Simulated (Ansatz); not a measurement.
# Moving the knobs of a GW run on As (buckled honeycomb monolayer)

A base run on As (buckled honeycomb monolayer), then changed inputs.

Method: G0W0 on PBEsol, plane waves, PAW; PAW set soft_1, in Ansatz 0.2.0.

**1. The starting structure**

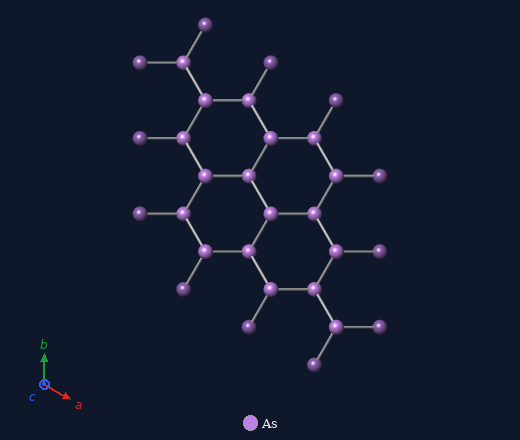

The cell as given, from above (arsenic purple). 3×3×1 cells are drawn. Some periodic images of atoms are drawn too.

The cell holds 2 atoms: 2 As. Its edges and angles: a = 3.544 Å, b = 3.544 Å, c = 26.000 Å, α = 90.0°, β = 90.0°, γ = 120.0°. Vacuum lies along c.

The structure was relaxed with PBEsol. The runs that relaxed it are not among those shown. The Coulomb interaction is cut off across the vacuum.

**2. The base run: 6×6×1 mesh, 254 empty bands, screening to 54 eV, PAW set soft_1 files**

G0W0 replaces the xc potential by the self-energy, built once from these orbitals. Only a window of levels is corrected, while the sums run over the empty bands that the input names. This step takes PAW set soft_1 files.

Input file input.yaml:

```yaml
crystal:
  lattice:
    - [3.5443329079, 0.0, 0.0]
    - [-1.7721664539, 3.0694823377, 0.0]
    - [0.0, 0.0, 26.0]
  atoms:
    - { symbol: As, position: [0.3333333333, 0.6666666667, 0.4732851741] }
    - { symbol: As, position: [0.6666666667, 0.3333333333, 0.5267148259] }
  periodic: [true, true, false]
kpoints:
  mp_grid: { grid: [6, 6, 1] }
hamiltonian:
  xc: pbesol
  pseudopotentials: { kind: paw, azcp: { folder: soft_1 }, xc_functional: pbe }
scf:
  occupations: { method: fixed }
gw:
  n_empty_bands: 254
  ecut_chi: 54.0
  qp_bands: [v2, c2]
  qp_kpoints: band_edges
  screening: { model: contour_deformation }
```

Command:

```
$ ansatz run input.yaml --threads 4 --pin off --max-ram 17510MiB --backend cpu --events-out ev --progress --plain --runs-dir out
```

Numbers of over 12 decimals in the logs are rounded to 6 here.

The log of the run:

```text
Engine: ansatz 0.2.0, aarch64-unknown-linux-gnu
Pseudopotentials: kind: paw
Pseudopotential: As, paw, valence charge 15, recommended cutoff 420 eV (normal), soft_1/As.paw.azcp
Functional definition: PBEsol
  exchange = pbesol_x
  correlation = pbesol_c
Crystal: 2 atoms, lattice volume = 282.861 Å³
Basis set: ecut = 420 eV, 5469 PW (Γ)
Bands: 19, of which v1, the nominal top of the filled ones, is band 15 counted from 1 (14 counted from 0)
Symmetry: 12 space group operations
Space group: P-3m1 (ITA 164), of the structure as read, at distance tolerance 6.6e-5 Å
k-points: 7 of 36
Non-local potential: As, projectors of the file, l = 0: 2, l = 1: 2, l = 2: 3, l = 3: 1
PAW form: soft (Blöchl's): semilocal exchange-correlation on the pseudo side does not see the compensation charge
PAW frozen core: As, regenerated for the run's functional, and the local potential with it (the file was generated under x = pbe(κ = 0.804, μ = 0.219515), c = pbe(β = 0.066725))
PAW one-centre angular grid: As, 590 points (default); XC on 64 Gauss nodes
Initial density: superposition of atomic densities (neutral atoms: chi_scale 0, normalization atom)
Initial wavefunctions: pseudopotential atomic-orbital guess
Functional: x = pbesol(κ = 0.804, μ = 0.123457), c = pbesol(β = 0.046)
iter 1 solved again at ethr=1.00e-3 eV; its pass at ethr=3.10e-3 eV (dr2=3.01e-1 eV) is discarded
SCF iter   1: F=—  HF=-9625.903227 eV  |F-HF|=—  |Δ(HF+E_count)|=         —  Δρ=1.14e-2  dr2=3.04e-1  ethr=1.00e-3  ⟨swp⟩=1.9  Hψ=844  notcnv=0  defer=11
preconditioner: auto → none  [insulator: Δε(μ)=1.640 eV  Ē_g=9.771 eV  n_scr=14 (ndim 8)  ℏωp=7.0 eV  f_vac=0.782  ε∞_Penn≈1.5]
SCF iter   2: F=—  HF=-9625.841181 eV  |F-HF|=—  |Δ(HF+E_count)|=   6.20e-2  Δρ=5.25e-3  dr2=4.86e-2  ethr=1.00e-3  ⟨swp⟩=2.9  Hψ=185  notcnv=0  defer=12
SCF iter   3: F=—  HF=-9625.834268 eV  |F-HF|=—  |Δ(HF+E_count)|=   6.91e-3  Δρ=9.80e-4  dr2=2.95e-3  ethr=1.62e-4  ⟨swp⟩=3.9  Hψ=298  notcnv=0  defer=12
SCF iter   4: F=—  HF=-9625.833359 eV  |F-HF|=—  |Δ(HF+E_count)|=   9.09e-4  Δρ=3.18e-4  dr2=7.70e-5  ethr=9.83e-6  ⟨swp⟩=4.9  Hψ=310  notcnv=0  defer=12
SCF iter   5: F=—  HF=-9625.833385 eV  |F-HF|=—  |Δ(HF+E_count)|=   2.56e-5  Δρ=3.65e-5  dr2=1.19e-6  ethr=2.57e-7  ⟨swp⟩=2.4  Hψ=201  notcnv=0  defer=11
SCF iter   6: F=—  HF=-9625.833385 eV  |F-HF|=—  |Δ(HF+E_count)|=   3.83e-8  Δρ=3.82e-6  dr2=4.22e-8  ethr=3.33e-10  ⟨swp⟩=14.1  Hψ=865  notcnv=0
SCF iter   7: F=-9625.833385 eV  HF=-9625.833385 eV  |F-HF|=6.84e-10  |Δ(HF+E_count)|=   7.81e-8  Δρ=9.99e-7  dr2=2.19e-9  ethr=1.41e-10  ⟨swp⟩=3.4  Hψ=393  notcnv=0
SCF 1 converged in 7 iterations: F = -9625.833385 eV  dr2 = 2.19e-9
[...]
NSCF: frozen V_eff on 7 k-points
G₀W₀ screening: q 1/7
[... further progress lines ...]
SCF converged after 7 iterations
Free energy (F): -9625.833385 eV
Harris-Foulkes:  -9625.833385 eV  (|F-HF|=6.84e-10)
Internal energy: -9625.833385 eV  (E = F + TS)
E sigma→0 (E₀):  -9625.833385 eV
Fermi energy:    -5.283550 eV
--- Per-component energies (eV) ---
  E_band       = -916.303924
  E_kinetic    = 193.264691
  E_local      = -45424.052783  (includes V_loc(G=0)·N_el)
  E_nonlocal   = -783.327061
  E_hartree    = 22735.109914
  E_xc         = -138.845402
  E_vxc        = -145.832873  (∫ρ·V_xc dr)
  E_paw        = -3942.233474  (= ΣΔE_a)
  E_vpaw       = -226.580431  (= ΣTr[D̂ρ^β])
  E_aug_tail   = -0.000015  (compensation charges beyond the density's cutoff)
  E_ewald      = 17732.317884
  E_core_change = 1.932860  (= ΣΔE_core)
  E_smearing   = -0.000000  (= −TS)
  E_closure    = -0.000000  (closes the sum)
  Σ components = -9625.833385   (vs F -9625.833385, Δ=0.00e0)
--- Band table (eV; the first three rows and the last of 7) ---
  k-point 0: bands = [... 11 lower, -12.6499, -6.0557, -5.2836, -5.2836, -3.2011, -1.7436, -1.7436, -0.4671]
  k-point 1: bands = [... 11 lower, -12.5986, -7.6504, -5.9980, -5.8832, -3.0511, -1.0813, -1.0812, 0.0240]
  k-point 2: bands = [... 11 lower, -13.2921, -9.1973, -6.9285, -6.1754, -3.8039, -1.5289, -0.6990, 1.0814]
  k-point 6: bands = [... 11 lower, -15.4069, -9.9706, -7.4492, -7.4492, -3.5032, -0.7321, -0.7321, 2.7656]
--- G₀W₀: contour deformation, 6 samples at zero and on the imaginary axis and 2 off it, 36 q-points, 254 empty bands' worth ---
  eigenvalues of the whole cell's RPA ε∞ on this k-mesh (on a slab, of 1 + 4πα/V) = 1.1441, 4.0137, 4.0137; static W/v taken at q = 0 is 0.477468
  bands read: the sum over 269 bands ends inside a degenerate multiplet in 1 slot, whose members it reads at an even weight; the widest, k=0: bands 269 to 270 (counted from 1) at 1/2 each
  gw.qp_kpoints: band_edges: 7 of 7 stored k-points solved, in 1 pass; an edge of the gap read off the rows below is read off those points alone
    ik  band        ε_KS         Σx   Σc(E_QP)       V_xc       Z   E_QP_lin       E_QP  E_QP is
     0    14     -5.2836   -16.4577     1.0428   -15.2180  0.7355    -5.4815    -5.4805  root
     0    15     -5.2836   -16.4577     1.0428   -15.2180  0.7355    -5.4815    -5.4805  root
     0    16     -3.2011    -9.8956    -3.4476   -14.1910  0.7481    -2.3290    -2.3532  root
     0    17     -1.7436    -9.7799    -3.8360   -14.3917  0.7030    -0.9519    -0.9678  root
     1    14     -5.9980   -16.2700     1.2560   -14.7710  0.7290    -6.2427    -6.2410  root
     1    15     -5.8832   -14.0999     1.4937   -12.1198  0.7179    -6.3779    -6.3695  root
     1    16     -3.0511    -9.2108    -3.3610   -13.2882  0.7360    -2.3163    -2.3347  root
     1    17     -1.0813    -9.0193    -3.8422   -13.6021  0.7136    -0.3254    -0.3408  root
[...]
6    14     -7.4492   -15.8656     2.0778   -13.4089  0.6917    -7.8364    -7.8280  root
     6    15     -7.4492   -15.8656     2.0778   -13.4089  0.6917    -7.8364    -7.8280  root
     6    16     -3.5032    -7.5574    -3.1626   -11.2726  0.7381    -2.9414    -2.9507  root
     6    17     -0.7321    -7.6822    -4.0074   -12.3188  0.7085    -0.0976    -0.1028  root
```

The job ended after 45 s (4 threads of Arm Neoverse V1, shared host; peak memory 1.3 GiB).

Reading the cycles: dr2 is the Hartree energy of the density residual (eV), the measure of convergence; HF is the Harris–Foulkes estimate of the energy, which meets the free energy F at convergence.

This step gave:

```
bands summed                                 : 269
plane waves in the screening matrix          : 259
q-points in the mesh                         : 36
G0W0 gap on the mesh                         : 2.247 eV
k of the valence top                         : 0, 0, 0
k of the conduction bottom                   : 0, 0.3333, 0
starting gap on the mesh                     : 1.480 eV
Z at the valence top                         : 0.7355
Z at the conduction bottom                   : 0.7444
least direct G0W0 gap on the computed points : 3.127 eV
```

The gap on the mesh goes from 1.48 eV to 2.25 eV, a correction of +0.77 eV. Between the two edge states, bare exchange in place of the xc potential would open the gap by 4.84 eV, and correlation takes back 4.08 eV.

**3. Variant: frequency model**

input.yaml: that of step 2 with these lines changed.

```diff
@@ -21,2 +21,2 @@
   qp_kpoints: band_edges
-  screening: { model: contour_deformation }
+  screening: { model: godby_needs }
```

The log of the run:

```text
[...]
Crystal: 2 atoms, lattice volume = 282.861 Å³
Basis set: ecut = 420 eV, 5469 PW (Γ)
Bands: 19, of which v1, the nominal top of the filled ones, is band 15 counted from 1 (14 counted from 0)
[... 1 set-up line as in the run before ...]
[...]
k-points: 7 of 36
[...]
SCF iter   7: F=-9625.833385 eV  HF=-9625.833385 eV  |F-HF|=6.84e-10  |Δ(HF+E_count)|=   7.81e-8  Δρ=9.99e-7  dr2=2.19e-9  ethr=1.41e-10  ⟨swp⟩=3.4  Hψ=393  notcnv=0
SCF 1 converged in 7 iterations: F = -9625.833385 eV  dr2 = 2.19e-9
[...]
NSCF: frozen V_eff on 7 k-points
G₀W₀ screening: q 1/7
[... further progress lines ...]
SCF converged after 7 iterations
Free energy (F): -9625.833385 eV
[...]
Internal energy: -9625.833385 eV  (E = F + TS)
E sigma→0 (E₀):  -9625.833385 eV
Fermi energy:    -5.283550 eV
[...]
--- Band table (eV; the first three rows and the last of 7) ---
  k-point 0: bands = [... 11 lower, -12.6499, -6.0557, -5.2836, -5.2836, -3.2011, -1.7436, -1.7436, -0.4671]
  k-point 1: bands = [... 11 lower, -12.5986, -7.6504, -5.9980, -5.8832, -3.0511, -1.0813, -1.0812, 0.0240]
  k-point 2: bands = [... 11 lower, -13.2921, -9.1973, -6.9285, -6.1754, -3.8039, -1.5289, -0.6990, 1.0814]
  k-point 6: bands = [... 11 lower, -15.4069, -9.9706, -7.4492, -7.4492, -3.5032, -0.7321, -0.7321, 2.7656]
--- G₀W₀: ω_p = 36.4313 eV, 36 q-points, 254 empty bands' worth ---
[...]
GN-PPA: 1171336/2356165 pairs with Re ω̃² < 0 across q-mesh
[...]
0    14     -5.2836   -16.4577     1.0086   -15.2180  0.7735    -5.5152    -5.5147  root
     0    15     -5.2836   -16.4577     1.0086   -15.2180  0.7735    -5.5152    -5.5147  root
     0    16     -3.2011    -9.8956    -3.4331   -14.1910  0.7853    -2.3310    -2.3387  root
     0    17     -1.7436    -9.7799    -3.7659   -14.3917  0.7629    -0.8877    -0.8977  root
     1    14     -5.9980   -16.2700     1.2069   -14.7710  0.7703    -6.2909    -6.2901  root
     1    15     -5.8832   -14.0999     1.3876   -12.1198  0.7697    -6.4797    -6.4757  root
     1    16     -3.0511    -9.2108    -3.3491   -13.2882  0.7767    -2.3164    -2.3228  root
     1    17     -1.0813    -9.0193    -3.7608   -13.6021  0.7717    -0.2484    -0.2593  root
[...]
6    14     -7.4492   -15.8656     1.9473   -13.4089  0.7574    -7.9618    -7.9585  root
     6    15     -7.4492   -15.8656     1.9473   -13.4089  0.7574    -7.9618    -7.9585  root
     6    16     -3.5032    -7.5574    -3.1898   -11.2726  0.7778    -2.9744    -2.9778  root
     6    17     -0.7321    -7.6822    -3.9363   -12.3188  0.7671    -0.0285    -0.0318  root
```

Run time: 51 s. Hardware: 4 threads; peak memory 1.3 GiB.

The G0W0 gap on the mesh is 2.257 eV.

Against the base:

| setting | base | variant |
| --- | --- | --- |
| frequency model | contour deformation | plasmon pole |

| quantity | variant | base |
| --- | --- | --- |
| starting gap on the mesh | 1.480 | 1.480 |
| G0W0 gap on the mesh | 2.257 | 2.247 |
| least direct G0W0 gap on the computed points | 3.176 | 3.127 |
| Z at the valence top | 0.773 | 0.736 |
| Z at the conduction bottom | 0.782 | 0.744 |

**4. Outcome**

| Quantity | Value |
| --- | --- |
| base | 2.25 eV, 45 s |
| frequency model | 2.26 eV, 51 s |

What this shows: Frequency model: the gap moves by +0.01 eV. All runs here use a coarse mesh and modest cutoffs; they test settings and are not final values. The mesh in the plane is coarse for a sheet; gap and any exciton binding can still move on denser ones. The many-body steps are scalar-relativistic: spin-orbit coupling is not in them.

[Paths, hosts, dates, memory and timing lines, banners, echoed tables and standing remarks are left out of the program output.]

[Logs are printed without paths, hosts, clocks, repeated set-up lines and the standing remarks that a program may print on its own settings, such as how far it seeks lower states.]

[Runs of the session that timed out or met a known fault of the program may be left out.]

[Cells called generated may have been cut or substituted from an entry of the Crystallography Open Database or the Materials Project.]

[Hosts, paths, dates, database ids (printed as entryN), source tags and the programs' standing remarks are cut or masked in the printed files.]
